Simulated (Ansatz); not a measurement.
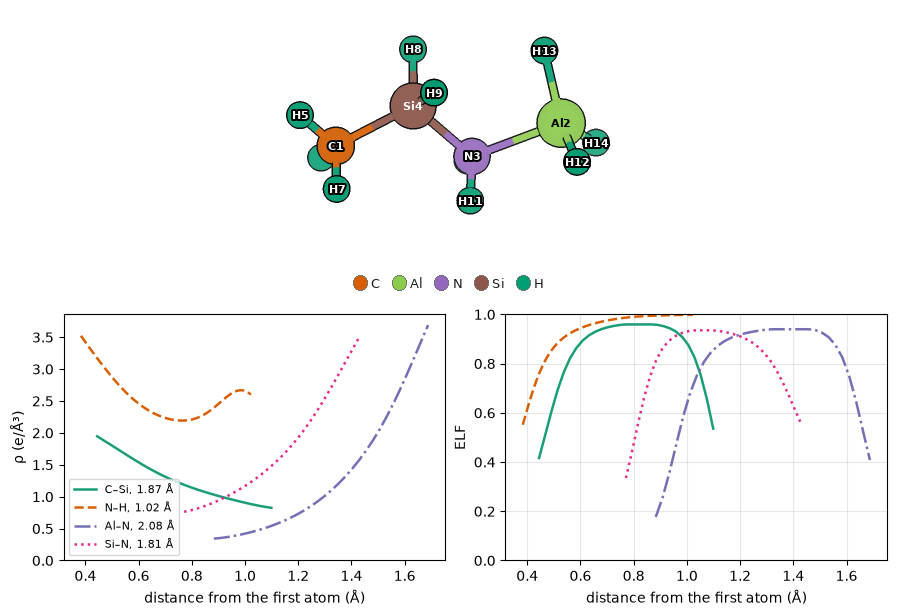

Figure 1: CH10AlNSi (SMILES C[SiH2][NH2+][AlH3-]). Electron density and electron localisation function along straight lines between neighbouring atoms. The curves leave out the atomic cores. The structure is drawn too.

Geometry: PBE0-D3(BJ)/def2-SVP.

All numbers below come from isolated molecule in a Gaussian basis; Kohn-Sham density functional theory, functional PBE0 (Ansatz).

The calculation's input:

```
crystal:
  periodic: [false, false, false]
  atoms:
    - {symbol: C, position_ang: [-1.538737, -0.665603, 2.403245]}
    - {symbol: Al, position_ang: [2.490656, -2.572460, 0.427992]}
    - {symbol: "N", position_ang: [0.522352, -2.425278, 1.076259]}
    - {symbol: Si, position_ang: [0.081687, -0.710384, 1.469618]}
    - {symbol: H, position_ang: [-1.807174, 0.376259, 2.640339]}
    - {symbol: H, position_ang: [-2.360404, -1.096273, 1.810157]}
    - {symbol: H, position_ang: [-1.470239, -1.215625, 3.354898]}
    - {symbol: H, position_ang: [-0.022703, -0.023081, 0.156800]}
    - {symbol: H, position_ang: [1.198933, -0.185034, 2.296433]}
    - {symbol: H, position_ang: [-0.071815, -2.814398, 0.340994]}
    - {symbol: H, position_ang: [0.429719, -3.049208, 1.880827]}
    - {symbol: H, position_ang: [3.207183, -2.929205, 1.821970]}
    - {symbol: H, position_ang: [2.678243, -1.068374, -0.117194]}
    - {symbol: H, position_ang: [2.358507, -3.739829, -0.668538]}
basis:
  gaussian:
    orbitals: def2-TZVPD
output: {forces: true, orbitals: {seedname: orbitals}}
hamiltonian:
  xc: {name: PBE0}
```

Command:

```sh
ansatz run input.yaml --threads 2 --pin off --max-ram 4350MiB --events-out events.jsonl --progress --plain --runs-dir runs
```

Compare the contacts.

C–Si (1.87 Å): ρ at the midpoint is about 0.97 e/Å³; the ELF peaks at about 0.95 between the atoms; a shared electron pair.
N–H (1.02 Å): ρ is about 2.8 e/Å³ halfway; the ELF climbs to about 1 towards the hydrogen, as it does in any bond to H; a covalent bond by its length.
Al–N (2.08 Å): ρ is about 0.46 e/Å³ halfway; the ELF peaks at about 0.95 in the valence shell of N, 0.8 Å from its nucleus, and is about 0.75 at the midpoint.
Si–N (1.81 Å): ρ at the midpoint is about 0.95 e/Å³; the ELF peaks at about 0.95 between the atoms: a shared but strongly polarised pair.
